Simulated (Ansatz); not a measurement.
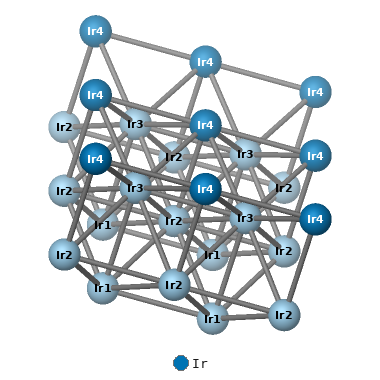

The system is F on an Ir(110) slab cut from the Fm-3m phase, its upper half relaxed before the scan (4 atoms of substrate and one adsorbate in a 1 × 1 cell); the picture shows it without the atoms that are moved over the map. F is moved over the surface cell; relaxed at each place: the height of the adsorbate's atoms; substrate rigid; the origin of the map has the adsorbate above Ir4. Places are given modulo a cell vector. The map is drawn in real space over the plane of the surface. The grid has 6 × 8 points; 20 points were computed and 28 follow by symmetry. All energies are given in eV relative to the lowest grid point. With one adsorbate in each 1 × 1 cell, its nearest image is 2.7 Å away, so neighbouring adsorbates interact. The runs have no spin polarisation; a magnetic state may lie lower. The calculation used Ansatz, DFT PBE, scalar-relativistic, plane waves, PAW. Settings: cutoff 420 eV, k-mesh 10×7×1, gaussian smearing 0.1 eV, no spin polarisation.

Range: position of F5 along the first surface vector from 0.000 to 0.833; position of F5 along the second surface vector from 0.000 to 0.875.

What landscape does the calculation give?

The lowest grid point is at the top site over a surface Ir atom, (0/6, 0/8) of the cell vectors. No other kind of well shows on this grid. The highest grid point, a fourfold hollow over a second-layer Ir atom, (3/6, 4/8) of the cell vectors, lies 1.39 eV above the lowest. On the interpolated surface the easiest way out of the lowest well to its copy in the next cell or period passes a barrier of about 0.49 eV. At the lowest point the adsorbate has 1 Ir at 1.89 Å as nearest neighbours, at the highest 1 Ir at 2.46 Å. Its relaxed height above the top atom is 1.89 Å at the lowest and 1.22 Å at the highest point.

```
second ↓, first →   0/6   1/6   2/6   3/6   4/6   5/6
              7/8  0.02  0.19  0.48  0.57  0.48  0.19
              6/8  0.12  0.30  0.65  0.80  0.65  0.30
              5/8  0.42  0.60  0.97  1.17  0.97  0.60
              4/8  0.73  0.88  1.20  1.39  1.20  0.88
              3/8  0.42  0.60  0.97  1.17  0.97  0.60
              2/8  0.12  0.30  0.65  0.80  0.65  0.30
              1/8  0.02  0.19  0.48  0.57  0.48  0.19
              0/8  0.00  0.16  0.43  0.49  0.43  0.16
```

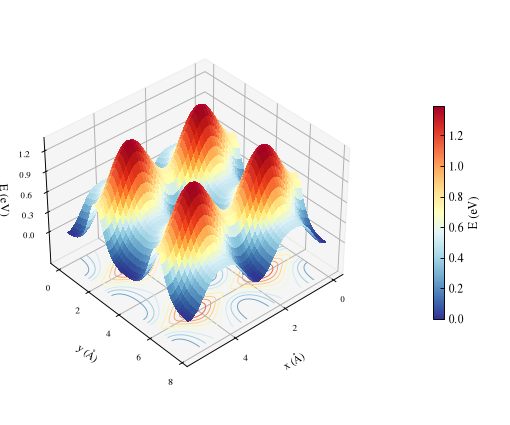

The picture shows a relief with its contours projected below, any walls above the top of the colour scale cut off. Between grid points the surface is interpolated.

The whole map (20 points run) took 26 min on 2 threads of Arm Neoverse N1, on a shared host.

PAW datasets: the set soft_1.
